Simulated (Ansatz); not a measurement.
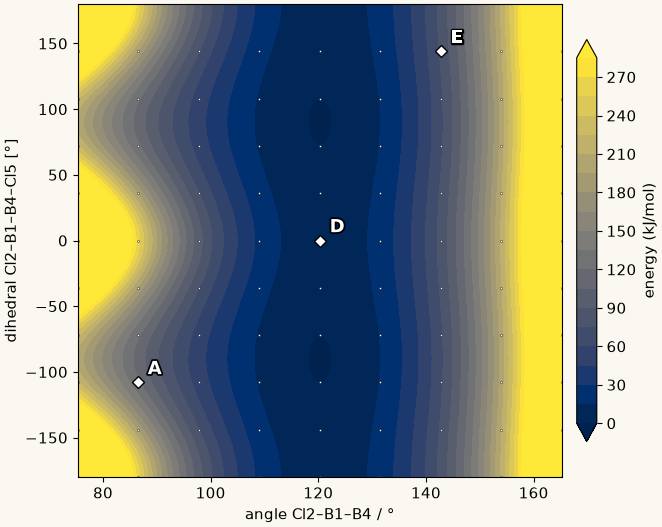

B2(Cl)4. 
- The first coordinate is: angle Cl2–B1–B4; the second: dihedral Cl2–B1–B4–Cl5.
- Nothing is relaxed (all other coordinates rigid).
- The scan uses a 9 × 10 grid; 59 points were computed and 31 follow by symmetry.
- Points are written as (first, second).
- Energies: kJ/mol, counted from the lowest grid point.
- The calculation used RKS r2SCAN-D4/def2-SVP in Ansatz.

The picture shows filled contours, dots at the grid points, one colour for all values above the top of the scale, lettered points. Between grid points the surface is interpolated.

Q: What kind of point is each of D, E: minimum, saddle, maximum or slope?

A: D: saddle point; E: on a slope. (In these two coordinates alone; a stationary point may lie a little off the grid point.)

Q: Rank the lettered points by energy, lowest first.

A: D (6 kJ/mol), E (77 kJ/mol), A (123 kJ/mol).
